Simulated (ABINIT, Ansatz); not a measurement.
# KI (Fm-3m): the LO frequency by hand

Wanted: the LO mode of KI (Fm-3m) from the TO mode and the field response.

Calculated with ABINIT 10.8.3; DFT LDA, scalar-relativistic, plane waves, PseudoDojo norm-conserving pseudopotentials.

**1. Set-up**

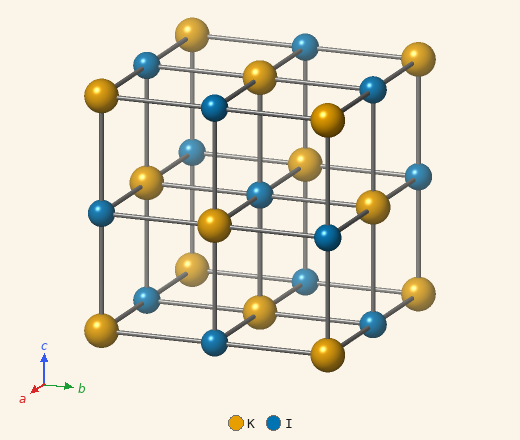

The cell as given, slightly off an axis (potassium orange, iodine blue). This picture shows the conventional cell, with its axes. Some periodic images of atoms are drawn too.

Coordinates:

```cif
data_structure
_symmetry_space_group_name_H-M 'Fm-3m'
_symmetry_Int_Tables_number 225
_cell_length_a 6.8177
_cell_length_b 6.8177
_cell_length_c 6.8177
_cell_angle_alpha 90.000
_cell_angle_beta 90.000
_cell_angle_gamma 90.000
_cell_volume 316.89
loop_
_atom_site_label
_atom_site_type_symbol
_atom_site_symmetry_multiplicity
_atom_site_Wyckoff_symbol
_atom_site_fract_x
_atom_site_fract_y
_atom_site_fract_z
_atom_site_occupancy
K1 K 4 a 0.00000 0.00000 0.00000 1
I1 I 4 b 0.50000 0.00000 0.00000 1
```

This is the cell after its relaxation at this level of theory, not the database cell from which that began.

**2. What the response run gave**

A linear-response run on the relaxed cell, with the response to an electric field; only its zone-centre results are used. Cutoff 32 Ha, k mesh 4×4×4 with shifts.

Numbers of over 12 decimals in the logs are rounded to 6 here.

Log:

```text
[banners, grids, parts of the stress and lines that vanish by symmetry left out]
- input  file    -> dfpt_gamma.abi
- output file    -> dfpt_gamma.abo
- root for input  files -> dfpt_gammai
[...]
DATASET    1 : space group Fm -3 m (#225); Bravais cF (face-center cubic)
[...]
nfft =      110592          nkpt =         128
[...]
DATASET    2 : space group Fm -3 m (#225); Bravais cF (face-center cubic)
[...]
nfft =      110592          nkpt =         128
[...]
DATASET    3 : space group Fm -3 m (#225); Bravais cF (face-center cubic)
[...]
mpw =        4646          nfft =      110592          nkpt =         128
[...]
== DATASET  1 ==================================================================
[...]
cutoff_energies: {ecut:  32.0, pawecutdg:  -1.0, }
[...]
- 53.00000   7.00000  180309                  znucl, zion, pspdat
[...]
Perturbation : derivative vs k along direction   1
[...]
-ETOT  1  -11.526231457421     -1.153E+01 2.841E-02 0.000E+00
 ETOT  2  -11.580273581496     -5.404E-02 1.230E-03 0.000E+00
 ETOT  3  -11.580927605611     -6.540E-04 2.693E-05 0.000E+00
 ETOT  4  -11.580938893852     -1.129E-05 1.216E-06 0.000E+00
 ETOT  5  -11.580939144485     -2.506E-07 3.985E-08 0.000E+00
[...]
At SCF step   15   max residual=  9.93E-21 < tolwfr=  1.00E-20 =>converged.
[...]
Perturbation : derivative vs k along direction   2
[...]
-ETOT  1  -11.526231457232     -1.153E+01 2.841E-02 0.000E+00
[...]
At SCF step   15   max residual=  9.93E-21 < tolwfr=  1.00E-20 =>converged.
[...]
Perturbation : derivative vs k along direction   3
[...]
-ETOT  1  -11.526231457043     -1.153E+01 2.841E-02 0.000E+00
[...]
At SCF step   15   max residual=  9.93E-21 < tolwfr=  1.00E-20 =>converged.
[...]
1        1       1.6687352570   -0.0000000000
     1        2       0.8343676285    0.0000000000
     1        3       0.8343676285   -0.0000000000
     2        1       0.8343676285    0.0000000000
     2        2       1.6687352570    0.0000000000
     2        3       0.8343676285   -0.0000000000
     3        1       0.8343676285   -0.0000000000
     3        2       0.8343676285   -0.0000000000
     3        3       1.6687352570   -0.0000000000
[...]
== DATASET  2 ==================================================================
[...]
cutoff_energies: {ecut:  32.0, pawecutdg:  -1.0, }
[...]
Perturbation : displacement of atom   1   along direction   1
[...]
1    4   1    4         3.1219018253        -0.0000000000
   1    4   2    4         0.0000000000        -0.0000000000
   1    4   3    4         0.0000000000        -0.0000000000
   2    4   1    4         0.0000000000        -0.0000000000
   2    4   2    4         3.1219018253        -0.0000000000
   2    4   3    4         0.0000000000        -0.0000000000
   3    4   1    4         0.0000000000        -0.0000000000
   3    4   2    4         0.0000000000        -0.0000000000
   3    4   3    4         3.1219018253        -0.0000000000
  Effective charges, in cartesian coordinates,
[...]
1    1   1    4         1.1062228804         0.0000000000
   2    1   1    4        -0.0000000000         0.0000000000
   3    1   1    4         0.0000000000         0.0000000000
   1    2   1    4        -1.1058247233         0.0000000000
   2    2   1    4         0.0000000000         0.0000000000
[...]
Effective charges, in cartesian coordinates,
[...]
2    4   1    2         0.0000000000         0.0000000000
   3    4   1    2         0.0000000000         0.0000000000
   1    4   2    2         0.0000000000         0.0000000000
   2    4   2    2        -1.1058247326         0.0000000000
   3    4   2    2        -0.0000000000         0.0000000000
   1    4   3    2         0.0000000000         0.0000000000
   2    4   3    2        -0.0000000000         0.0000000000
   3    4   3    2        -1.1058247326         0.0000000000
  Phonon wavevector (reduced coordinates) :  0.00000  0.00000  0.00000
 Phonon energies in Hartree :
[...]
Phonon frequencies in cm-1    :
-  3.114865E-01  3.114867E-01  3.114871E-01  1.147115E+02  1.147115E+02
-  1.147115E+02
  Phonon at Gamma, with non-analyticity in the
[...]
Phonon energies in Hartree :
[...]
Phonon frequencies in cm-1    :
-  3.114865E-01  3.114867E-01  3.116423E-01  1.147115E+02  1.147115E+02
-  1.459549E+02
  Phonon at Gamma, with non-analyticity in the
[...]
Phonon energies in Hartree :
[...]
Phonon frequencies in cm-1    :
-  3.114865E-01  3.114871E-01  3.116419E-01  1.147115E+02  1.147115E+02
-  1.459549E+02
  Phonon at Gamma, with non-analyticity in the
[...]
Phonon energies in Hartree :
[...]
Phonon frequencies in cm-1    :
-  3.114867E-01  3.114871E-01  3.116418E-01  1.147115E+02  1.147115E+02
-  1.459549E+02
[...]
== DATASET  3 ==================================================================
[...]
cutoff_energies: {ecut:  32.0, pawecutdg:  -1.0, }
[...]
1          1       -0.000000000       -0.000000000       -0.000000000
[...]
1          2       -0.000000000       -0.000000000       -0.000000000
[...]
1          3       -0.000000000       -0.000000000       -0.000000000
[...]
2          1       -0.000000000       -0.000000000       -0.000000000
[...]
2          2       -0.000000000       -0.000000000       -0.000000000
[...]
2          3       -0.000000000       -0.000000000       -0.000000000
[...]
strten2     0.0000000000E+00  0.0000000000E+00  0.0000000000E+00
           strten3     0.0000000000E+00  0.0000000000E+00  0.0000000000E+00
================================================================================
```

| quantity | value |
| --- | --- |
| cell volume Ω (Å³) | 79.223 |
| mass of K (u) | 39.098 |
| mass of I (u) | 126.904 |
| Born charge of K, raw (e) | 1.106 |
| Born charge of I, raw (e) | -1.106 |
| ε∞ | 3.122 |
| ω(TO) after the sum rule (cm⁻¹) | 114.7 |

**3. The calculation**

The charges must sum to zero over the cell; taking off their mean, 0.000 e, leaves Z* = 1.106 e on K. In the polar mode K moves against I, so the reduced mass is μ = 39.10 × 126.90 / 166.00 = 29.890 u.

A longitudinal wave builds up a field that adds to the restoring force: ω(LO)² = ω(TO)² + 4π Z*² / (μ Ω ε∞), in Hartree atomic units. With μ = 54485 electron masses and Ω = 534.62 bohr³ the second term is 1.6903e-07 Ha², or 8142 cm⁻² (1 Ha = 219474.6 cm⁻¹).

So ω(LO) = √(13158 + 8142) = 145.9 cm⁻¹, and by the Lyddane-Sachs-Teller relation ε₀ = ε∞ (ω(LO)/ω(TO))² = 5.05.

**4. Check against the program**

The analysis program adds the same non-analytic term to the full matrix.

Log:

```text
[banners, grids, parts of the stress and lines that vanish by symmetry left out]
-outvars_anaddb: echo values of input variables ----------------------

 Flags :
[...]
Dielectric Tensor and Effective Charges
[...]
Effective charge tensors after
[...]
1          1       -0.000000000       -0.000000000       -0.000000000
[...]
1          2       -0.000000000       -0.000000000       -0.000000000
[...]
1          3       -0.000000000       -0.000000000       -0.000000000
[...]
2          1       -0.000000000       -0.000000000       -0.000000000
[...]
2          2       -0.000000000       -0.000000000       -0.000000000
[...]
2          3       -0.000000000       -0.000000000       -0.000000000
[...]
Phonon wavevector (reduced coordinates) :  0.00000  0.00000  0.00000
 Phonon energies in Hartree :
[...]
Phonon energies in meV     :
-  0.000000E+00  0.000000E+00  0.000000E+00  1.422223E+01  1.422223E+01
-  1.422223E+01
 Phonon frequencies in cm-1    :
-  0.000000E+00  0.000000E+00  0.000000E+00  1.147100E+02  1.147100E+02
-  1.147100E+02
 Phonon frequencies in Thz     :
-  0.000000E+00  0.000000E+00  0.000000E+00  3.438919E+00  3.438919E+00
-  3.438919E+00
 Phonon energies in Kelvin  :
-  0.000000E+00  0.000000E+00  0.000000E+00  1.650421E+02  1.650421E+02
-  1.650421E+02
[...]
-  1  0.00000000E+00  0.00000000E+00 -1.81786949E-03
-     0.00000000E+00  0.00000000E+00  0.00000000E+00
-  2  0.00000000E+00  0.00000000E+00 -1.81786719E-03
-     0.00000000E+00  0.00000000E+00  0.00000000E+00
[...]
-  1  0.00000000E+00  1.81786949E-03  0.00000000E+00
-     0.00000000E+00  0.00000000E+00  0.00000000E+00
-  2  0.00000000E+00  1.81786719E-03  0.00000000E+00
-     0.00000000E+00  0.00000000E+00  0.00000000E+00
[...]
-  1  1.81786949E-03  0.00000000E+00  0.00000000E+00
-     0.00000000E+00  0.00000000E+00  0.00000000E+00
-  2  1.81786719E-03  0.00000000E+00  0.00000000E+00
-     0.00000000E+00  0.00000000E+00  0.00000000E+00
[...]
-  1  0.00000000E+00  1.76907202E-07 -3.27507820E-03
-     0.00000000E+00  0.00000000E+00  0.00000000E+00
-  2  0.00000000E+00  0.00000000E+00  1.00902791E-03
-     0.00000000E+00  0.00000000E+00  0.00000000E+00
[...]
-  1  2.22136051E-07  3.27507819E-03  1.76909826E-07
-     0.00000000E+00  0.00000000E+00  0.00000000E+00
-  2  0.00000000E+00 -1.00902791E-03  0.00000000E+00
-     0.00000000E+00  0.00000000E+00  0.00000000E+00
[...]
-  1  3.27507820E-03 -2.22138140E-07  0.00000000E+00
-     0.00000000E+00  0.00000000E+00  0.00000000E+00
-  2 -1.00902791E-03  0.00000000E+00  0.00000000E+00
[...]
-  1.809530E+01
 Phonon frequencies in cm-1    :
-  0.000000E+00  0.000000E+00  0.000000E+00  1.147100E+02  1.147100E+02
-  1.459484E+02
 Phonon frequencies in Thz     :
-  0.000000E+00  0.000000E+00  0.000000E+00  3.438919E+00  3.438919E+00
-  4.375424E+00
 Phonon energies in Kelvin  :
-  0.000000E+00  0.000000E+00  0.000000E+00  1.650421E+02  1.650421E+02
-  2.099872E+02
[...]
-  1  0.00000000E+00  0.00000000E+00 -1.81786949E-03
[...]
-  2  0.00000000E+00  0.00000000E+00 -1.81786719E-03
[...]
Phonon at Gamma, with non-analyticity in the
[...]
Phonon energies in Hartree :
[...]
Phonon energies in meV     :
-  0.000000E+00  0.000000E+00  0.000000E+00  1.422223E+01  1.422223E+01
-  1.809530E+01
 Phonon frequencies in cm-1    :
-  0.000000E+00  0.000000E+00  0.000000E+00  1.147100E+02  1.147100E+02
-  1.459484E+02
 Phonon frequencies in Thz     :
-  0.000000E+00  0.000000E+00  0.000000E+00  3.438919E+00  3.438919E+00
-  4.375424E+00
 Phonon energies in Kelvin  :
-  0.000000E+00  0.000000E+00  0.000000E+00  1.650421E+02  1.650421E+02
-  2.099872E+02
[...]
Phonon at Gamma, with non-analyticity in the
[...]
Phonon energies in Hartree :
[...]
Phonon energies in meV     :
-  0.000000E+00  0.000000E+00  0.000000E+00  1.422223E+01  1.422223E+01
-  1.809530E+01
 Phonon frequencies in cm-1    :
-  0.000000E+00  0.000000E+00  0.000000E+00  1.147100E+02  1.147100E+02
-  1.459484E+02
 Phonon frequencies in Thz     :
-  0.000000E+00  0.000000E+00  0.000000E+00  3.438919E+00  3.438919E+00
-  4.375424E+00
 Phonon energies in Kelvin  :
-  0.000000E+00  0.000000E+00  0.000000E+00  1.650421E+02  1.650421E+02
-  2.099872E+02
[...]
-  1  3.33848499E-06 -1.81783887E-03 -9.96872097E-06
[...]
-  2  3.33818681E-06 -1.81783686E-03 -9.96900232E-06
[...]
-  1  1.81786452E-03  3.32440860E-06  2.49325808E-06
[...]
-  2  1.81786251E-03  3.32469822E-06  2.49354875E-06
[...]
-  1  3.52991474E-04  2.11906877E-03 -2.47206024E-03
[...]
-  2 -1.08754120E-04 -6.52869762E-04  7.61623882E-04
[...]
-  1  2.65068957E-03 -1.63104437E-03 -1.01964520E-03
[...]
-  2 -8.16658286E-04  5.02512974E-04  3.14145312E-04
[...]
-         0.000000000       0.000000000       0.000000000
-         0.000000000       0.000000000       0.000000000
[...]
-         0.000000000       0.000000000       0.000000000
-         0.000000000       0.000000000       0.000000000
-         0.000000000       0.000000000       0.000000000
[...]
-         0.000000000       0.000000000       0.000000000
-         0.000000000       0.000000000       0.000000000
-         0.000000000       0.000000000       0.000000000
[...]
Direction                     Dielectric constant
[...]
0.00000   0.00000   1.00000      5.05377206
   1.00000   1.00000   1.00000      5.05377206
-
```

| quantity | by hand | program |
| --- | --- | --- |
| ω(LO) (cm⁻¹) | 145.9 | 145.9 |
| ε₀ | 5.05 | 5.05 |

**5. What came out**

| Quantity | Value |
| --- | --- |
| TO mode | 114.7 cm⁻¹ |
| LO mode | 145.9 cm⁻¹ |
| static dielectric constant | 5.054 |

What this shows: The LO mode of KI (Fm-3m) lies at 146 cm⁻¹, 31 cm⁻¹ above the TO mode; the formula meets the program within 0.1 cm⁻¹, as it must for a cubic crystal with one polar mode. ω(LO)² − ω(TO)² goes with Z*²/ε∞: an error of 5 % in ε∞ would move the LO mode by 1.3 cm⁻¹, and semilocal functionals tend to overestimate ε∞. These are harmonic values at zero temperature, at the volume of this functional, for the structure held cubic; stability elsewhere in the zone is no part of this calculation.

[Host names and launcher messages were left out of these logs when they were recorded.]

[Logs are printed without paths, hosts, clocks, repeated set-up lines and the standing remarks that a program may print on its own settings, such as how far it seeks lower states.]

[Hosts, paths, dates, database ids (printed as entryN), source tags and the programs' standing remarks are cut or masked in the printed files.]
